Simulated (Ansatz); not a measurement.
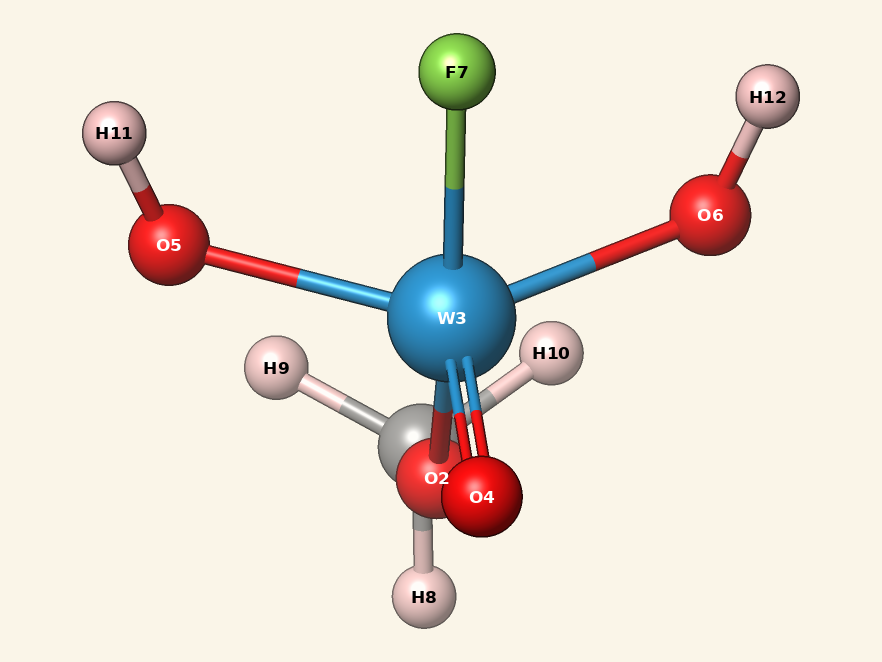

C1 lies behind O2. The molecule seen nearly along the O2–C1 bond, O2 in front. Distant atoms are faded towards the background colour. Charge 0, singlet. The geometry was computed by an optimisation with PBE0-D4/def2-TZVP.

What is the torsion angle W3–O2–C1–H8? The sign is positive where the front bond must turn clockwise to cover the back bond.

178°, antiperiplanar (anti).
